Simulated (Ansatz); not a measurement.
# AlBH₂ (triplet): correlated methods under varied settings at scale of all distances = 1.000

What do other methods and options give for AlBH₂ (triplet) at this geometry, and how long do they take?

Program: Ansatz 0.2.0, Gaussian basis. Level of theory: the settings change from run to run. These are calculated values, not measurements.

14 further runs of the same task are left out: 13 that didn't finish, 1 set aside as unsound or not needed. Runs told in other sessions of the task aren't counted.

## Step 1: What is computed

The geometry derives from a PBE0/def2-TZVP stationary point (not a proven minimum). All distances are scaled together.

4 atoms, charge 0, spin multiplicity 3.

Atoms are counted from 1 here; the program's logs count them from 0.

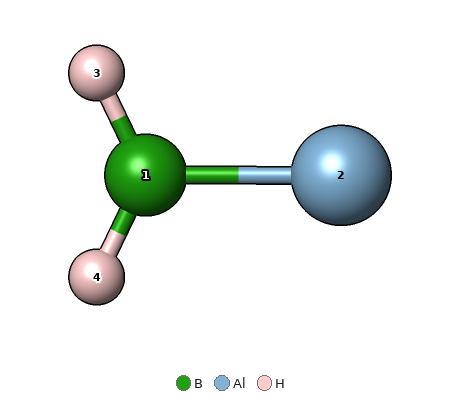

The structure; boron green, aluminium light blue, hydrogen pink; atoms are numbered from 1 in the order of the file.

## Step 2: NEVPT2(2,7)/6-31G

in.yaml

```yaml
crystal:
  periodic: [false, false, false]
  atoms:
    - {symbol: B, position_ang: [0.000000, 0.000000, 1.368886]}
    - {symbol: Al, position_ang: [0.000000, 0.000000, -0.689391]}
    - {symbol: H, position_ang: [0.000000, 1.077612, 1.885924]}
    - {symbol: H, position_ang: [0.000000, -1.077612, 1.885924]}
basis:
  gaussian: {orbitals: 6-31G}
magnetization: {spin_polarized: false, initial_magnetization: 2}
correlation: {method: sc_nevpt2, electrons: all, active_space: {window: {electrons: 2, orbitals: 7}}}
```

Run with:

```sh
$ ansatz run in.yaml --threads 1 --pin off --events-out ev --progress --plain --max-ram 2393MiB
```

The program printed:

```text
Functional definition: HF
  name "HF"
  cite "Fock, Z. Phys. 61, 126 (1930) doi:10.1007/BF01340294"
  parent pbe
  exchange = exact_x
  correlation = 0
328 factors; integrals over basis functions are off by at most 2.5e-4 eV
mean field evaluation 1: about -7281.8986 eV, gradient 9.8e0 eV
mean field evaluation 2: about -7281.8985 eV, gradient 9.8e0 eV
mean field evaluation 4: about -7282.6776 eV, gradient 1.7e0 eV
mean field evaluation 8: about -7282.8243 eV, gradient 2.5e-1 eV
mean field evaluation 16: about -7281.4008 eV, gradient 5.4e0 eV
mean field evaluation 32: about -7282.2586 eV, gradient 2.6e0 eV
mean field -7282.82699136 eV, -267.6389554552 hartree, gradient 2.5e-6 eV, S^2 2.000000; 7 other end points of the search recorded, 0 dependent functions left out
reference -7282.82699136 eV, -267.6389554552 hartree; 11, 9 occupied and 15, 17 virtual orbitals, 328 factors
state -7282.94453476 eV, -267.6432750954 hartree
state -7282.94453476 eV, -267.6432750954 hartree; corrected -7285.16434102 eV, -267.7248514709 hartree
WARN: 1 active orbitals are nearly empty or full. The corrections depend on them more than the energy does, and are more stable in an active space without them
Total energy: -7285.16434102 eV, -267.7248514709 hartree
```

It took 1.4 s on 1 thread of Arm Neoverse V1, shared host.

From the report: 18 determinants; active occupations 0.99, 0.99, 0.01, 0.01, 0.00, 0.00, 0.00. The report marks this result as in doubt.

## Step 3: CCSD(T) on UHF/def2-mTZVP

in.yaml

```yaml
crystal:
  periodic: [false, false, false]
  atoms:
    - {symbol: B, position_ang: [0.000000, 0.000000, 1.368886]}
    - {symbol: Al, position_ang: [0.000000, 0.000000, -0.689391]}
    - {symbol: H, position_ang: [0.000000, 1.077612, 1.885924]}
    - {symbol: H, position_ang: [0.000000, -1.077612, 1.885924]}
basis:
  gaussian: {orbitals: def2-mTZVP}
magnetization: {spin_polarized: true, initial_magnetization: 2}
correlation: {method: ccsd_t, electrons: outside_noble_gas}
```

The command is unchanged.

The program printed, shortened:

```text
Functional definition: HF
  name "HF"
  cite "Fock, Z. Phys. 61, 126 (1930) doi:10.1007/BF01340294"
  parent pbe
[...]
439 factors; integrals over basis functions are off by at most 1.0e-3 eV
[...]
mean field -7283.89104942 eV, -267.6780588676 hartree, gradient 2.8e-6 eV, S^2 2.022587; 12 other end points of the search recorded, 0 dependent functions left out
determinant -7283.89104942 eV, -267.6780588676 hartree, with singles and doubles -7287.57053221 eV, -267.8132773661 hartree
determinant -7282.93134983 eV, -267.6427905581 hartree, with singles and doubles -7286.14627445 eV, -267.7609368586 hartree
determinant -7281.60605711 eV, -267.5940869491 hartree, with singles and doubles -7285.06203194 eV, -267.7210916812 hartree
determinant -7280.77709601 eV, -267.5636231904 hartree, with singles and doubles -7284.76062717 eV, -267.7100152604 hartree
determinant -7280.52479224 eV, -267.5543511978 hartree, with singles and doubles -7284.03746854 eV, -267.6834396711 hartree
6 core orbitals not correlated: weight in the atoms' cores, before any rotation towards them, 1.000 or more for the frozen orbitals, at most 0.000 for the correlated occupied ones
reference -7283.89104942 eV, -267.6780588676 hartree; 5, 3 occupied and 36, 38 virtual orbitals, 439 factors
second order -2.94089576 eV of doubles, -0.00000000 eV of singles
cycle   1  -3.66052593 eV  change   -1.1e-1 eV  update   1.9e-2
[...]
cycle  10  -3.67582904 eV  change   -5.1e-7 eV  update   4.4e-6
perturbative correction -0.14230948 eV, -0.0052297771 hartree
Total energy: -7287.70918795 eV, -267.8183728705 hartree
```

Run time: 3.3 s. Hardware: 1 thread of Arm Neoverse V1, shared host.

From the report: ⟨S²⟩ of the determinant 2.023 (pure triplet: 2.00); correlation -3.8181 eV; T1 0.024; largest double amplitude 0.10.

## Step 4: BCCD on ROHF/6-31G

Changes to in.yaml since step 3:

```diff
@@ -8,4 +8,6 @@
 basis:
-  gaussian: {orbitals: def2-mTZVP}
-magnetization: {spin_polarized: true, initial_magnetization: 2}
-correlation: {method: ccsd_t, electrons: outside_noble_gas}
+  gaussian: {orbitals: 6-31G}
+magnetization: {spin_polarized: false, initial_magnetization: 2}
+correlation: {method: bccd, electrons: valence}
+scf: {lower_state_search: light}
+output: {forces: true}
```

The command is unchanged.

The program printed, shortened:

```text
Functional definition: HF
  name "HF"
  cite "Fock, Z. Phys. 61, 126 (1930) doi:10.1007/BF01340294"
  parent pbe
[...]
328 factors; integrals over basis functions are off by at most 2.5e-4 eV
[...]
mean field -7282.82699136 eV, -267.6389554552 hartree, gradient 2.5e-6 eV, S^2 2.000000; 8 other end points of the search recorded, 0 dependent functions left out
[...]
determinant -7282.82699136 eV, -267.6389554552 hartree, with singles and doubles -7285.63264356 eV, -267.7420612718 hartree
determinant -7281.87335423 eV, -267.6039099370 hartree, with singles and doubles -7284.20457850 eV, -267.6895808486 hartree
determinant -7280.09782470 eV, -267.5386604300 hartree, with singles and doubles -7283.20304318 eV, -267.6527751046 hartree
6 core orbitals not correlated: weight in the atoms' cores, before any rotation towards them, 1.000 or more for the frozen orbitals, at most 0.000 for the correlated occupied ones
reference -7282.82699136 eV, -267.6389554552 hartree; 5, 3 occupied and 15, 17 virtual orbitals, 328 factors
second order -2.04647205 eV of doubles, -0.02775451 eV of singles
cycle   1  -2.82260191 eV  change   -1.7e-2 eV  update   1.7e-2
[...]
cycle  12  -2.81361196 eV  change    1.2e-7 eV  update   3.9e-7
[...]
Total energy: -7285.64060332 eV, -267.7423537874 hartree
Atom 0 at     0.000000     0.000000     1.368886 Å, force     0.000000    -0.000000     0.220551 eV/Å
Atom 1 at     0.000000     0.000000    -0.689391 Å, force    -0.000000    -0.000000    -0.631791 eV/Å
Atom 2 at     0.000000     1.077612     1.885924 Å, force    -0.000000     0.132676     0.205620 eV/Å
Atom 3 at     0.000000    -1.077612     1.885924 Å, force    -0.000000    -0.132676     0.205620 eV/Å
Dipole moment:    -0.000000    -0.000000    -0.382882 e Å
```

Wall time 1.3 s (1 thread of Arm Neoverse V1, shared host).

From the report: correlation -2.8136 eV; largest double amplitude 0.11.

## Step 5: CASCI(4,3)/6-31G

Changes to in.yaml since step 4:

```diff
@@ -10,4 +10,3 @@
 magnetization: {spin_polarized: false, initial_magnetization: 2}
-correlation: {method: bccd, electrons: valence}
-scf: {lower_state_search: light}
+correlation: {active_space: {window: {electrons: 4, orbitals: 3}, fixed_orbitals: true}}
 output: {forces: true}
```

Launched as before.

The program printed, shortened:

```text
Functional definition: HF
  name "HF"
  cite "Fock, Z. Phys. 61, 126 (1930) doi:10.1007/BF01340294"
  parent pbe
[...]
328 factors; integrals over basis functions are off by at most 2.5e-4 eV
[...]
mean field -7282.82699136 eV, -267.6389554552 hartree, gradient 2.5e-6 eV, S^2 2.000000; 7 other end points of the search recorded, 0 dependent functions left out
reference -7282.82699136 eV, -267.6389554552 hartree; 11, 9 occupied and 15, 17 virtual orbitals, 328 factors
state -7282.82699136 eV, -267.6389554552 hartree
[...]
Total energy: -7282.82699136 eV, -267.6389554552 hartree
Atom 0 at     0.000000     0.000000     1.368886 Å, force     0.000000    -0.000000    -0.075577 eV/Å
Atom 1 at     0.000000     0.000000    -0.689391 Å, force    -0.000000    -0.000000    -0.414745 eV/Å
Atom 2 at     0.000000     1.077612     1.885924 Å, force     0.000000    -0.371675     0.245161 eV/Å
Atom 3 at     0.000000    -1.077612     1.885924 Å, force    -0.000000     0.371675     0.245161 eV/Å
Dipole moment:    -0.000000     0.000000    -0.262206 e Å
```

Wall time 0.39 s (1 thread of Arm Neoverse V1, shared host).

From the report: 4 determinants; active occupations 2.00, 1.00, 1.00. With so small a space the active step adds no correlation: the energy is the mean field's.

## Step 6: MRCISD+Q(relaxed)(8,7)/6-31G

Changes to in.yaml since step 5:

```diff
@@ -10,3 +10,3 @@
 magnetization: {spin_polarized: false, initial_magnetization: 2}
-correlation: {active_space: {window: {electrons: 4, orbitals: 3}, fixed_orbitals: true}}
-output: {forces: true}
+correlation: {method: fic_mrcisd_q_relaxed, electrons: outside_noble_gas, active_space: {window: {electrons: 8, orbitals: 7}}}
+scf: {lower_state_search: off}
```

Launched as before.

The program printed, shortened:

```text
Functional definition: HF
  name "HF"
  cite "Fock, Z. Phys. 61, 126 (1930) doi:10.1007/BF01340294"
  parent pbe
[...]
328 factors; integrals over basis functions are off by at most 2.5e-4 eV
[...]
mean field -7282.82699136 eV, -267.6389554552 hartree, gradient 2.5e-6 eV, S^2 2.000000; 0 other end points of the search recorded, 0 dependent functions left out
reference -7282.82699136 eV, -267.6389554552 hartree; 11, 9 occupied and 15, 17 virtual orbitals, 328 factors
state -7283.68500093 eV, -267.6704867252 hartree
contracted CI cycle   1: correlation -0.00000000 eV, -0.0000000000 hartree, residual 9.41e0 eV
contracted CI cycle   2: correlation -1.80022832 eV, -0.0661571705 hartree, residual 2.31e0 eV
contracted CI cycle   3: correlation -1.92485753 eV, -0.0707372095 hartree, residual 9.48e-1 eV
contracted CI cycle   4: correlation -1.94747019 eV, -0.0715682096 hartree, residual 4.66e-1 eV
contracted CI cycle   5: correlation -1.95341166 eV, -0.0717865546 hartree, residual 1.95e-1 eV
contracted CI cycle   6: correlation -1.95450041 eV, -0.0718265652 hartree, residual 1.06e-1 eV
contracted CI cycle   7: correlation -1.95479282 eV, -0.0718373110 hartree, residual 4.97e-2 eV
contracted CI cycle   8: correlation -1.95485959 eV, -0.0718397647 hartree, residual 1.78e-2 eV
contracted CI cycle   9: correlation -1.95486785 eV, -0.0718400685 hartree, residual 6.32e-3 eV
contracted CI cycle  10: correlation -1.95486896 eV, -0.0718401092 hartree, residual 2.25e-3 eV
contracted CI cycle  11: correlation -1.95486910 eV, -0.0718401143 hartree, residual 9.06e-4 eV
state -7283.68500093 eV, -267.6704867252 hartree; corrected -7285.74949476 eV, -267.7463554740 hartree
Total energy: -7285.74949476 eV, -267.7463554740 hartree
Checks for a lower state left out: stability, starts, cluster_reference, orbital_swaps, neighbouring_geometries, increment
```

Run time: 2.8 s. Hardware: 1 thread of Arm Neoverse V1, shared host.

From the report: 304 determinants; active occupations 2.00, 1.99, 1.95, 1.01, 0.98, 0.04, 0.02.

## Step 7: BCCD(T) on UHF/def2-SVPD

in.yaml

```yaml
crystal:
  periodic: [false, false, false]
  atoms:
    - {symbol: B, position_ang: [0.000000, 0.000000, 1.368886]}
    - {symbol: Al, position_ang: [0.000000, 0.000000, -0.689391]}
    - {symbol: H, position_ang: [0.000000, 1.077612, 1.885924]}
    - {symbol: H, position_ang: [0.000000, -1.077612, 1.885924]}
basis:
  gaussian: {orbitals: def2-SVPD}
magnetization: {spin_polarized: true, initial_magnetization: 2}
correlation: {method: bccd_t, electrons: outside_noble_gas}
```

Launched as before.

The program printed, shortened:

```text
Functional definition: HF
  name "HF"
  cite "Fock, Z. Phys. 61, 126 (1930) doi:10.1007/BF01340294"
  parent pbe
[...]
571 factors; integrals over basis functions are off by at most 1.0e-3 eV
[...]
mean field -7281.08792203 eV, -267.5750458359 hartree, gradient 2.2e-6 eV, S^2 2.028242; 8 other end points of the search recorded, 0 dependent functions left out
determinant -7281.08792203 eV, -267.5750458359 hartree, with singles and doubles -7285.43105949 eV, -267.7346531936 hartree
determinant -7280.11395014 eV, -267.5392530292 hartree, with singles and doubles -7283.99297630 eV, -267.6818046114 hartree
determinant -7278.02721915 eV, -267.4625670798 hartree, with singles and doubles -7282.62571452 eV, -267.6315586677 hartree
6 core orbitals not correlated: weight in the atoms' cores, before any rotation towards them, 1.000 or more for the frozen orbitals, at most 0.000 for the correlated occupied ones
reference -7281.08792203 eV, -267.5750458359 hartree; 5, 3 occupied and 49, 51 virtual orbitals, 571 factors
second order -3.48578481 eV of doubles, -0.00000000 eV of singles
cycle   1  -4.30319333 eV  change   -1.5e-1 eV  update   2.0e-2
[...]
cycle  10  -4.30742236 eV  change   -1.3e-6 eV  update   8.7e-6
perturbative correction -0.17116309 eV, -0.0062901277 hartree
Total energy: -7285.56650748 eV, -267.7396308156 hartree
```

Run time: 6.5 s. Hardware: 1 thread of Arm Neoverse V1, shared host.

From the report: ⟨S²⟩ of the determinant 2.028 (pure triplet: 2.00); correlation -4.4786 eV; largest double amplitude 0.09.

## Step 8: The runs in one table

Where basis and cores are those of an earlier FCI/6-31G run (-7285.7516 eV), and the records show the same count of frozen orbitals and kind of state, the miss against it is given; a blank cell means that this couldn't be shown. † marks a result that the program doubts.

| level | correlated | functions | energy (eV) | from FCI (meV) | time |
| --- | --- | --- | --- | --- | --- |
| NEVPT2(2,7)/6-31G † | all | 26 | -7285.1643 |  | 1.4 s |
| CCSD(T) on UHF/def2-mTZVP | outside noble gas | 47 | -7287.7092 |  | 3.3 s |
| BCCD on ROHF/6-31G | valence | 26 | -7285.6406 | 111.0 | 1.3 s |
| CASCI(4,3)/6-31G |  | 26 | -7282.8270 | 2924.6 | 0.39 s |
| MRCISD+Q(relaxed)(8,7)/6-31G | outside noble gas | 26 | -7285.7495 | 2.1 | 2.8 s |
| BCCD(T) on UHF/def2-SVPD | outside noble gas | 60 | -7285.5665 |  | 6.5 s |

## Step 9: Summary of results

| quantity | value |
| --- | --- |
| runs | 6 |
| quickest | CASCI(4,3)/6-31G, 0.39 s |
| slowest | BCCD(T) on UHF/def2-SVPD, 6.5 s |

Total energies in different bases, with other cores or another treatment of relativity can't be set against each other. BCCD(T) on UHF/def2-SVPD took 17 times as long as CASCI(4,3)/6-31G; the jobs differ in more than the method. Among the correlated runs with a miss given, it spans +2 to +111 meV. Hartree-Fock, CASSCF and CASCI lack dynamic correlation by design.
